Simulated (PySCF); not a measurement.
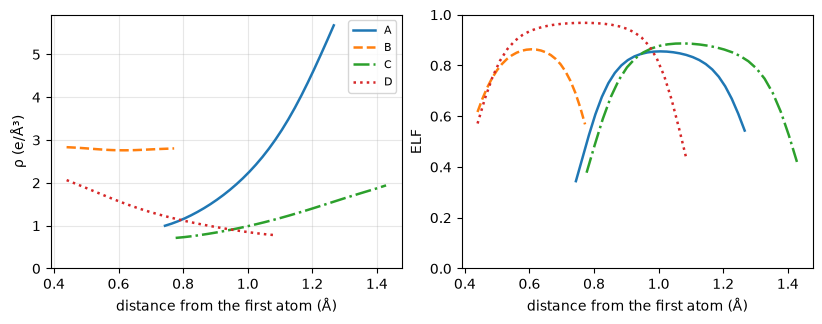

Figure 1: C2H7ClOSi3. Electron density and electron localisation function along straight lines between neighbouring atoms. The curves leave out the atomic cores.

Geometry: GFN2-xTB.

Method: PBE0/pcSseg-1, SCF density, gas phase, non-relativistic (PySCF).

```xyz
14

Si    3.2107    1.0075    0.1491
C     1.7184    0.0192   -0.3199
C     0.7337   -0.6177   -0.6232
Si   -0.8194   -1.5393   -1.0226
O    -2.0707   -0.7931   -0.2800
Si   -2.8402    0.3380    0.5656
Cl   -1.5449    1.2507    1.7938
H     4.0971    1.0560   -1.0180
H     3.8723    0.3362    1.2708
H     2.7721    2.3533    0.5230
H    -0.7971   -2.8834   -0.4489
H    -1.1233   -1.4605   -2.4506
H    -3.3673    1.3109   -0.3808
H    -3.8420   -0.3782    1.3396
```

**Which curve belongs to which contact (C–C, C–Si, Si–Cl and Si–O)? The first atom named is at distance zero.**

Curve A: Si–O (1.61 Å): ρ is about 1.2 e/Å³ halfway; the ELF peaks at about 0.85 between the atoms, as expected for a short, strongly polar bond. Curve B: C–C (1.21 Å): the density is about 2.8 e/Å³ at the midpoint; the ELF peaks at about 0.85 between the atoms; a short, multiple covalent bond. Curve C: Si–Cl (2.00 Å): the density is about 0.99 e/Å³ at the midpoint; the ELF peaks at about 0.90 between the atoms (a polar covalent bond). Curve D: C–Si (1.85 Å): ρ at the midpoint is about 0.94 e/Å³; the ELF peaks at about 0.95 between the atoms, as expected for localised, covalent bonding.
